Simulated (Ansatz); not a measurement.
**C2H7B: two geometries relaxed**

Are the two ends of the reaction (insertion) separate minima, and which lies lower? Each is relaxed from a guess. Meant to form: B1–C5, H2–C6; to break: B1–H2. The start is a guess near the saddle point, from which both ends are pulled out.

Program: Ansatz 0.2.0. Level of theory: RKS B3LYP/def2-SVP. These are calculated values, not measurements.

**1. The starting structure**

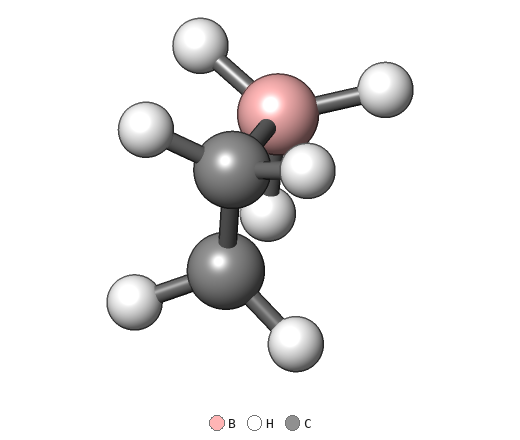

Start, viewed from a free direction; boron pink, hydrogen white, carbon grey.

Coordinates:

```xyz
10

B     0.4146   -0.9419    0.1911
H    -0.8298   -1.1066    0.0425
H     0.9213   -1.4785   -0.7214
H     0.6464   -1.2071    1.3092
C     0.5428    0.8137   -0.0318
C    -0.8246    0.4132   -0.1773
H     1.0902    1.1002   -0.9130
H     0.8236    1.3456    0.8613
H    -1.2587    0.4001   -1.1672
H    -1.5257    0.6612    0.6066
```

**2. Pulling towards end A**

Springs on the bonds that form and break draw the guess towards this end; the thresholds are loose.

Input file input.yaml:

```yaml
crystal:
  periodic: [false, false, false]
  atoms:
    - { symbol: B, position_ang: [0.4146, -0.9419, 0.1911] }
    - { symbol: H, position_ang: [-0.8298, -1.1066, 0.0425] }
    - { symbol: H, position_ang: [0.9213, -1.4785, -0.7214] }
    - { symbol: H, position_ang: [0.6464, -1.2071, 1.3092] }
    - { symbol: C, position_ang: [0.5428, 0.8137, -0.0318] }
    - { symbol: C, position_ang: [-0.8246, 0.4132, -0.1773] }
    - { symbol: H, position_ang: [1.0902, 1.1002, -0.913] }
    - { symbol: H, position_ang: [0.8236, 1.3456, 0.8613] }
    - { symbol: H, position_ang: [-1.2587, 0.4001, -1.1672] }
    - { symbol: H, position_ang: [-1.5257, 0.6612, 0.6066] }
basis:
  gaussian: { orbitals: def2-SVP }
hamiltonian:
  xc: b3lyp
relax:
  f_tol: 0.15
  max_steps: 25
  restrain:
    - { distance: [0, 4], at: 2.9, k: 30.0 }
    - { distance: [1, 5], at: 2.37, k: 30.0 }
    - { distance: [0, 1], at: 1.15, k: 30.0 }
output:
  orbitals: {}
```

Run with:

```bash
$ ansatz run input.yaml --threads 2 --pin off --max-ram 3072MiB --backend cpu --events-out ev --progress --plain --runs-dir out
```

Log, shortened:

```text
Warning: RAYON_NUM_THREADS=2 ignored (pool sized by the plan → 2); use --threads N
[...]
Functional definition: B3LYP
[...]
880 factors; integrals over basis functions are off by at most 3.2e-4 eV
[...]
mean field -2861.02556088 eV, -105.1407500896 hartree, gradient 1.8e-5 eV, S^2 0.000000; 0 other end points of the search recorded, 0 dependent functions left out
[...]
reference -2861.02579133 eV, -105.1407585584 hartree; 12, 12 occupied and 65, 65 virtual orbitals, 880 factors
relax step   1: F+E_penalty+E_count = -2861.02556088 eV  Δ(F+E_penalty+E_count) = +0.000e0 eV  max|allowed force component| = 2.030e0 eV/Å  E_restraint = 29.64478505 eV  max|allowed force component, restraints' pulls added| = 3.227e1 eV/Å  Δτ_max = 0.0000 Å  (23 SCF iters, accepted)
[...]
relax step   6: F+E_penalty+E_count = -2860.63724417 eV  Δ(F+E_penalty+E_count) = -2.183e-2 eV  max|allowed force component| = 6.796e-1 eV/Å  E_restraint = 0.01511708 eV  max|allowed force component, restraints' pulls added| = 2.560e-1 eV/Å  Δτ_max = 0.2000 Å  (26 SCF iters, accepted)
[...]
relax step   7: F+E_penalty+E_count = -2860.65277982 eV  Δ(F+E_penalty+E_count) = -1.554e-2 eV  max|allowed force component| = 7.270e-1 eV/Å  E_restraint = 0.01359236 eV  max|allowed force component, restraints' pulls added| = 7.495e-2 eV/Å  Δτ_max = 0.0971 Å  (27 SCF iters, accepted)
  distance B 0 - C 4 = 2.8871 Å
  distance H 1 - C 5 = 2.3826 Å
  distance B 0 - H 1 = 1.1741 Å
880 factors; integrals over basis functions are off by at most 4.0e-4 eV
[...]
mean field -2860.65277982 eV, -105.1270506382 hartree, gradient 8.5e-6 eV, S^2 0.000000; 1 other end points of the search recorded, 0 dependent functions left out
[...]
reference -2860.65301648 eV, -105.1270593354 hartree; 12, 12 occupied and 65, 65 virtual orbitals, 880 factors
Total energy: -2860.65301648 eV, -105.1270593354 hartree
Atom 0 at     0.221222    -1.533676     0.243217 Å, force     0.719974     0.410539     0.043300 eV/Å
Atom 1 at    -0.941023    -1.608165     0.094256 Å, force    -0.727011    -0.387992    -0.044678 eV/Å
Atom 2 at     0.954318    -1.713514    -0.695908 Å, force     0.011844    -0.005596    -0.008741 eV/Å
Atom 3 at     0.673197    -1.429256     1.355235 Å, force     0.008019    -0.002630     0.012405 eV/Å
Atom 4 at     0.459902     1.321364    -0.113480 Å, force    -0.084396    -0.334013     0.033676 eV/Å
Atom 5 at    -0.752238     0.746895    -0.213637 Å, force     0.104878     0.320120    -0.030464 eV/Å
Atom 6 at     1.116541     1.432125    -0.982222 Å, force    -0.014399    -0.016676     0.009057 eV/Å
Atom 7 at     0.842231     1.691898     0.842893 Å, force    -0.007489    -0.025319    -0.006366 eV/Å
Atom 8 at    -1.151120     0.417998    -1.176182 Å, force    -0.003195     0.016646    -0.013910 eV/Å
Atom 9 at    -1.422930     0.674230     0.645828 Å, force    -0.008225     0.024921     0.005721 eV/Å
Dipole moment:    -0.060271     0.300606    -0.050082 e Å
```

It took 9.5 s on 2 threads of AMD EPYC 9R45 (Zen 5), shared host; peak memory 0.17 GiB.

Step by step:

```
step  energy from step 1 (eV)  largest force component (eV/Å)
   1                   0.0000                          2.0304
   2                   0.4040                          3.3742
   3                   0.5006                          2.4301
   4                   0.6415                          1.7598
   5                   0.4101                          0.8777
   6                   0.3883                          0.6796
   7                   0.3728                          0.7270
```

Step 1 is the start. Energies and forces in the table leave out the springs, which the log lists apart; the run stops on the force with the springs' pull added.

After: Bond lengths: B1–H2 1.174 Å, B1–H3 1.205 Å, B1–H4 1.205 Å, C5–C6 1.345 Å, C5–H7 1.095 Å, C5–H8 1.095 Å, C6–H9 1.093 Å, C6–H10 1.093 Å. Angles: H2–B1–H3 119.6°, H2–B1–H4 119.6°, H3–B1–H4 120.3°, C5–C6–H9 121.5°, C5–C6–H10 121.5°, H9–C6–H10 116.7°, C6–C5–H7 121.6°, C6–C5–H8 121.6°, H7–C5–H8 116.7°.

Pairs that crossed the distance rule for bonds on the way: moved apart B1–C5, B1–C6.

**3. End point A**

It starts where the restrained run ended.

Input file input.yaml:

```yaml
crystal:
  periodic: [false, false, false]
  atoms:
    - { symbol: B, position_ang: [0.221222, -1.533676, 0.243217] }
    - { symbol: H, position_ang: [-0.941023, -1.608165, 0.094256] }
    - { symbol: H, position_ang: [0.954318, -1.713514, -0.695908] }
    - { symbol: H, position_ang: [0.673197, -1.429256, 1.355235] }
    - { symbol: C, position_ang: [0.459902, 1.321364, -0.11348] }
    - { symbol: C, position_ang: [-0.752238, 0.746895, -0.213637] }
    - { symbol: H, position_ang: [1.116541, 1.432125, -0.982222] }
    - { symbol: H, position_ang: [0.842231, 1.691898, 0.842893] }
    - { symbol: H, position_ang: [-1.15112, 0.417998, -1.176182] }
    - { symbol: H, position_ang: [-1.42293, 0.67423, 0.645828] }
basis:
  gaussian: { orbitals: def2-SVP }
hamiltonian:
  xc: b3lyp
relax:
  f_tol: 0.03
  max_steps: 50
```

Run with:

```bash
$ ansatz run input.yaml --threads 2 --pin off --max-ram 3072MiB --backend cpu --events-out ev --progress --plain --runs-dir out
```

Log, shortened:

```text
Warning: RAYON_NUM_THREADS=2 ignored (pool sized by the plan → 2); use --threads N
[...]
[... 1 set-up line as earlier in the session ...]
[...]
879 factors; integrals over basis functions are off by at most 4.1e-4 eV
[...]
mean field -2860.65276157 eV, -105.1270499677 hartree, gradient 3.4e-5 eV, S^2 0.000000; 0 other end points of the search recorded, 0 dependent functions left out
[...]
reference -2860.65299686 eV, -105.1270586144 hartree; 12, 12 occupied and 65, 65 virtual orbitals, 879 factors
relax step   1: F+E_penalty+E_count = -2860.65276157 eV  Δ(F+E_penalty+E_count) = +0.000e0 eV  max|allowed force component| = 7.270e-1 eV/Å  Δτ_max = 0.0000 Å  (22 SCF iters, accepted)
[...]
relax step   7: F+E_penalty+E_count = -2860.99457744 eV  Δ(F+E_penalty+E_count) = -2.599e-2 eV  max|allowed force component| = 9.945e-1 eV/Å  Δτ_max = 0.1330 Å  (26 SCF iters, accepted)
[...]
relax step  13: F+E_penalty+E_count = -2861.24320989 eV  Δ(F+E_penalty+E_count) = +2.904e-1 eV  max|allowed force component| = 6.609e0 eV/Å  Δτ_max = 0.1952 Å  (27 SCF iters, rejected (line search))
[...]
relax step  19: F+E_penalty+E_count = -2861.92579786 eV  Δ(F+E_penalty+E_count) = -1.833e-2 eV  max|allowed force component| = 1.524e-1 eV/Å  Δτ_max = 0.0638 Å  (27 SCF iters, accepted)
[...]
relax step  25: F+E_penalty+E_count = -2861.93819420 eV  Δ(F+E_penalty+E_count) = -9.638e-4 eV  max|allowed force component| = 2.736e-1 eV/Å  Δτ_max = 0.0975 Å  (22 SCF iters, accepted)
relax step  26: F+E_penalty+E_count = -2861.94112207 eV  Δ(F+E_penalty+E_count) = -2.928e-3 eV  max|allowed force component| = 1.379e-1 eV/Å  Δτ_max = 0.0170 Å  (23 SCF iters, accepted)
```

**4. More of the same log: end point A relaxed**

Output, continued, shortened:

```text
relax step  27: F+E_penalty+E_count = -2861.96115930 eV  Δ(F+E_penalty+E_count) = -2.004e-2 eV  max|allowed force component| = 1.203e-1 eV/Å  Δτ_max = 0.2000 Å  (26 SCF iters, accepted)
[...]
relax step  33: F+E_penalty+E_count = -2862.01871761 eV  Δ(F+E_penalty+E_count) = -1.719e-3 eV  max|allowed force component| = 5.296e-2 eV/Å  Δτ_max = 0.0447 Å  (22 SCF iters, accepted)
[...]
relax step  34: F+E_penalty+E_count = -2862.01901774 eV  Δ(F+E_penalty+E_count) = -3.001e-4 eV  max|allowed force component| = 1.315e-2 eV/Å  Δτ_max = 0.0285 Å  (22 SCF iters, accepted)
879 factors; integrals over basis functions are off by at most 9.2e-4 eV
[...]
mean field -2862.01901774 eV, -105.1772589557 hartree, gradient 3.7e-5 eV, S^2 0.000000; 1 other end points of the search recorded, 0 dependent functions left out
[...]
Atom 0 at     1.053399    -0.940119     0.111527 Å, force    -0.002461     0.003376    -0.001767 eV/Å
Atom 1 at    -1.582433    -0.258127     0.592667 Å, force    -0.000880     0.006595    -0.010386 eV/Å
Atom 2 at     1.390879    -1.454238    -0.931044 Å, force    -0.000522    -0.000528     0.004798 eV/Å
Atom 3 at     1.125594    -1.605117     1.120238 Å, force    -0.002592     0.004174    -0.005790 eV/Å
Atom 4 at     0.444923     0.501952     0.129600 Å, force     0.008396    -0.009315    -0.001789 eV/Å
Atom 5 at    -1.073105     0.360144    -0.165172 Å, force    -0.003807    -0.007219    -0.004205 eV/Å
Atom 6 at     0.891422     1.148039    -0.645467 Å, force     0.001826     0.004803     0.001296 eV/Å
Atom 7 at     0.571063     1.001857     1.104302 Å, force     0.000979     0.005974     0.004552 eV/Å
Atom 8 at    -1.256900    -0.101217    -1.149653 Å, force    -0.007014     0.005179     0.013148 eV/Å
Atom 9 at    -1.564741     1.346725    -0.166998 Å, force     0.006076    -0.013038     0.000143 eV/Å
Dipole moment:    -0.086295     0.138243    -0.005280 e Å
```

It took 19 s on 2 threads of AMD EPYC 9R45 (Zen 5), shared host; peak memory 0.17 GiB.

Step by step, one in 2:

```
step  energy from step 1 (eV)  largest force component (eV/Å)
   1                   0.0000                          0.7270
   3                  -0.1631                          0.4629
   5                  -0.2520                          0.6687
   7                  -0.3418                          0.9945
   9                  -0.3896                          0.4327
  11                  -0.7025                          1.2976
 13x                  -0.5904                          6.6090
  15                  -1.1676                          0.9053
 17x                  -1.1614                          1.1247
  19                  -1.2730                          0.1524
  21                  -1.2834                          0.0882
 23x                  -1.2837                          0.2404
  25                  -1.2854                          0.2736
  27                  -1.3084                          0.1203
  29                  -1.3222                          0.1215
  31                  -1.3442                          0.4303
  33                  -1.3660                          0.0530
  34                  -1.3663                          0.0131
```

Step 1 is the start. 4 steps were tried and not accepted (marked x).

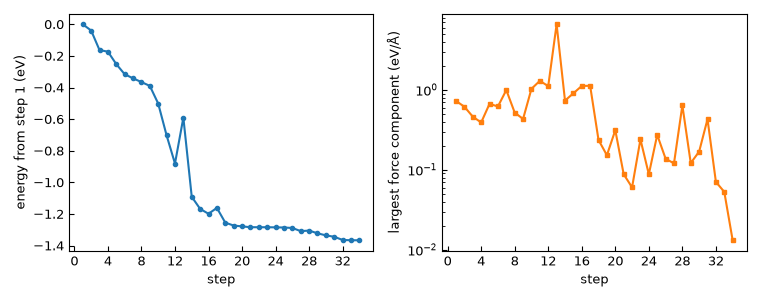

How energy and force went from step to step.

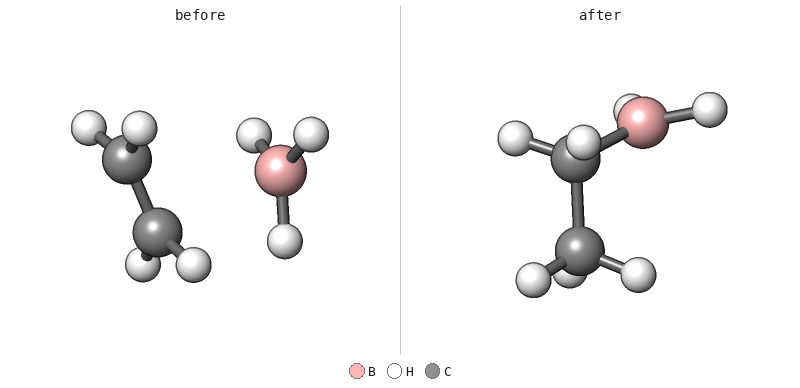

Before and after, at one scale.

After: Bond lengths: B1–H3 1.210 Å, B1–H4 1.210 Å, B1–C5 1.565 Å, H2–C6 1.103 Å, C5–C6 1.553 Å, C5–H7 1.103 Å, C5–H8 1.103 Å, C6–H9 1.103 Å, C6–H10 1.102 Å. Angles (14 of 15 angles, heavy atoms first): B1–C5–C6 107.1°, H3–B1–C5 120.6°, H4–B1–C5 121.3°, B1–C5–H7 112.0°, B1–C5–H8 112.5°, C6–C5–H7 108.4°, C6–C5–H8 108.7°, H2–C6–C5 111.9°, C5–C6–H9 111.8°, C5–C6–H10 110.8°, H3–B1–H4 117.9°, H7–C5–H8 108.0°, H2–C6–H9 107.6°, H2–C6–H10 107.3°.

Pairs that crossed the distance rule for bonds on the way: came closer B1–C5, H2–C6; moved apart B1–H2.

[end of part 1 of 2]
